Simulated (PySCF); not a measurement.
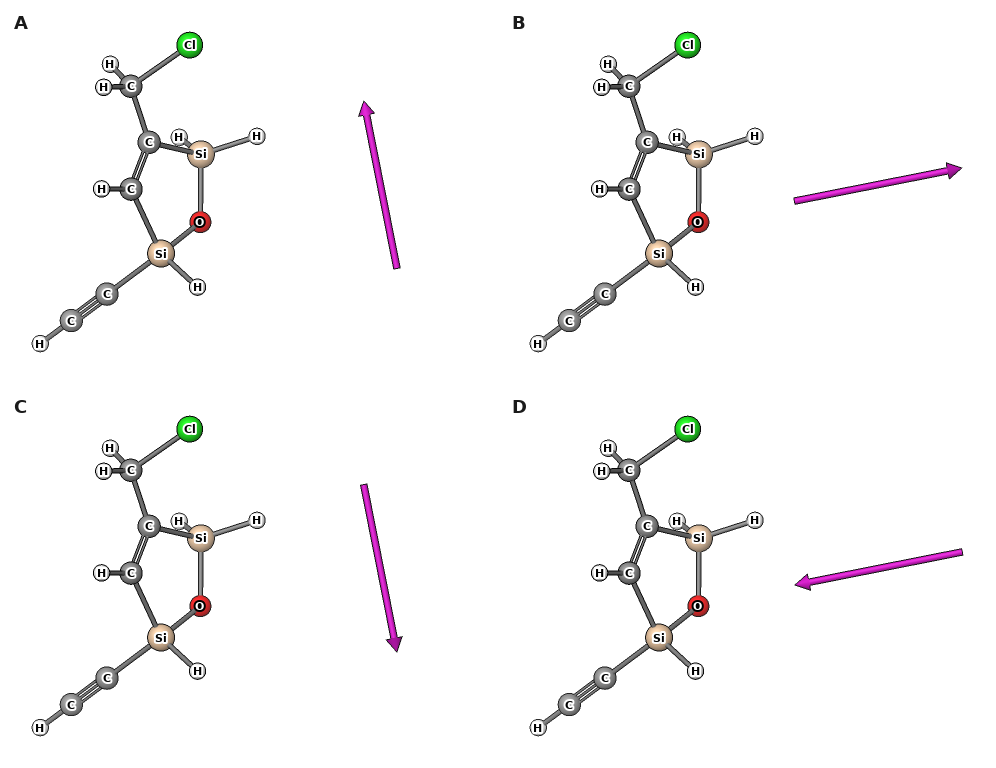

The same molecule four times, each with an arrow. The geometry was computed by an optimisation with GFN2-xTB. No frequency run is at hand to confirm it as a minimum. Properties computed with PBE0/pcSseg-1, gas phase (PySCF 2.14.0).

Which arrow points along the dipole moment, from the negative to the positive end?

Answer. D. The dipole moment is 2.51 D.

The geometry is semi-empirical. Around Si such bond lengths and angles can be off by a tenth of an ångström or more and by several degrees, and values that hang on the shape move with them.
